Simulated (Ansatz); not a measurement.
# C2H2F2 (vinylidene fluoride): B3LYP/6-31G(d) (Cartesian functions)

What is the vertical ionisation energy of C2H2F2 (vinylidene fluoride) at B3LYP/6-31G* (Cartesian functions)? 

Program for the calculation: Ansatz 0.2.0.

47 further runs of the same task are left out: 47 set aside as unsound or not needed.

## Step 1: The structure to begin with

C2H2F2: 6 atoms, total charge 0, spin state singlet. As SMILES, `C=C(F)F`. The shape is that of a PBE0-D4/def2-TZVP optimisation.

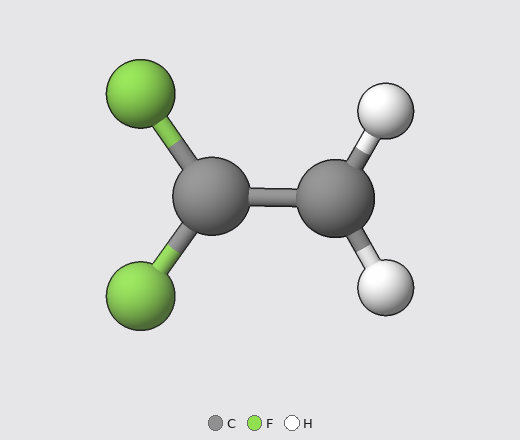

The structure, seen from a chosen angle (carbon grey, fluorine green, hydrogen white).

## Step 2: The energy at B3LYP/6-31G(d) (Cartesian functions)

The input, job.yaml:

```yaml
crystal:
  periodic: [false, false, false]
  atoms:
    - {symbol: C, position_ang: [-0.115900, 0.471000, -0.544400]}
    - {symbol: C, position_ang: [0.105000, -0.394600, 0.420100]}
    - {symbol: F, position_ang: [-0.454900, -0.363600, 1.607600]}
    - {symbol: F, position_ang: [0.919200, -1.422100, 0.343000]}
    - {symbol: H, position_ang: [0.394200, 0.360600, -1.488400]}
    - {symbol: H, position_ang: [-0.805600, 1.284800, -0.384200]}
basis:
  gaussian: {orbitals: "6-31G*"}
hamiltonian: {xc: {name: B3LYP}}
accuracy: high
output: {orbitals: {seedname: orbitals}}
```

Run with:

```bash
$ ansatz run job.yaml --threads 1 --pin off --max-ram 3480MiB --events-out events.jsonl --progress --plain --runs-dir runs
```

The program printed:

```text
Warning: RAYON_NUM_THREADS=1 ignored (pool sized by the plan → 1); use --threads N
Functional definition: B3LYP
  name "B3LYP"
  parameter a0 = 0.2
  parameter ax = 0.72
  parameter ac = 0.81
  exchange = (1 - a0 - ax)*slater_x + ax*b88_x + a0*exact_x
  correlation = (1 - ac)*vwn_rpa_c + ac*lyp_c
1384 factors; integrals over basis functions are off by at most 2.7e-9 eV
mean field evaluation 1: about -7534.9653 eV, gradient 4.5e1 eV
mean field evaluation 2: about -7531.0684 eV, gradient 5.8e1 eV
mean field evaluation 4: about -7539.1323 eV, gradient 1.7e0 eV
mean field evaluation 8: about -7539.1394 eV, gradient 2.0e-2 eV
mean field evaluation 16: about -7539.1394 eV, gradient 1.1e-6 eV
mean field -7539.13943832 eV, -277.0582641459 hartree, gradient 4.5e-8 eV, S^2 0.000000; 0 other end points of the search recorded, 0 dependent functions left out
reference -7539.13946226 eV, -277.0582650257 hartree; 16, 16 occupied and 48, 48 virtual orbitals, 1384 factors
Total energy: -7539.13946226 eV, -277.0582650257 hartree
```

It took 3.3 s on 1 thread of Arm Neoverse V1, shared host; peak memory 0.17 GiB.

## Step 3: The doublet cation at the same level

The input, molecule.yaml:

```yaml
basis:
  gaussian:
    orbitals: "6-31G*"
crystal:
  periodic: [false, false, false]
  atoms:
    - {symbol: C, position_ang: [-0.115900, 0.471000, -0.544400]}
    - {symbol: C, position_ang: [0.105000, -0.394600, 0.420100]}
    - {symbol: F, position_ang: [-0.454900, -0.363600, 1.607600]}
    - {symbol: F, position_ang: [0.919200, -1.422100, 0.343000]}
    - {symbol: H, position_ang: [0.394200, 0.360600, -1.488400]}
    - {symbol: H, position_ang: [-0.805600, 1.284800, -0.384200]}
total_charge: 1
magnetization:
  spin_polarized: true
  initial_magnetization: 1
hamiltonian:
  xc: {name: B3LYP}
accuracy: high
output: {orbitals: {seedname: orbitals}}
```

Run with:

```bash
$ ansatz run molecule.yaml --threads 1 --pin off --max-ram 3480MiB --events-out events.jsonl --progress --plain --runs-dir runs
```

The program printed (excerpt; [...] marks lines left out):

```text
Warning: RAYON_NUM_THREADS=1 ignored (pool sized by the plan → 1); use --threads N
[... 7 set-up lines as earlier in the session ...]
1384 factors; integrals over basis functions are off by at most 2.7e-9 eV
mean field evaluation 1: about -7523.5583 eV, gradient 4.2e1 eV
mean field evaluation 2: about -7518.0648 eV, gradient 6.2e1 eV
mean field evaluation 4: about -7528.8827 eV, gradient 1.0e0 eV
mean field evaluation 8: about -7528.9711 eV, gradient 2.0e-2 eV
mean field evaluation 16: about -7528.9711 eV, gradient 9.4e-6 eV
mean field -7528.97110709 eV, -276.6845848656 hartree, gradient 9.4e-8 eV, S^2 0.751891; 0 other end points of the search recorded, 0 dependent functions left out
reference -7528.97113097 eV, -276.6845857432 hartree; 16, 15 occupied and 48, 49 virtual orbitals, 1384 factors
Total energy: -7528.97113097 eV, -276.6845857432 hartree
```

It took 6.3 s on 1 thread of Arm Neoverse V1, shared host; peak memory 0.23 GiB.

## Step 4: What came out

Level: B3LYP/6-31G* (Cartesian functions).

| quantity | value |
| --- | --- |
| singlet C2H2F2: total energy | -277.05827 Eh |
| singlet C2H2F2: HOMO energy | -7.10 eV |
| singlet C2H2F2: LUMO energy | 0.89 eV |
| singlet C2H2F2: HOMO–LUMO gap | 7.99 eV |
| doublet cation: total energy | -276.68459 Eh |
| doublet cation: HOMO energy (highest over α and β) | -16.66 eV |
| doublet cation: LUMO energy (lowest over α and β) | -13.22 eV |
| doublet cation: ⟨S²⟩ | 0.752 |
| vertical ionisation energy (to the doublet cation) | 10.168 eV |

What this shows: The vertical ionisation energy comes to 10.17 eV (234 kcal/mol). −ε(HOMO) before ionisation, 7.10 eV, is 3.07 eV below this ionisation energy.
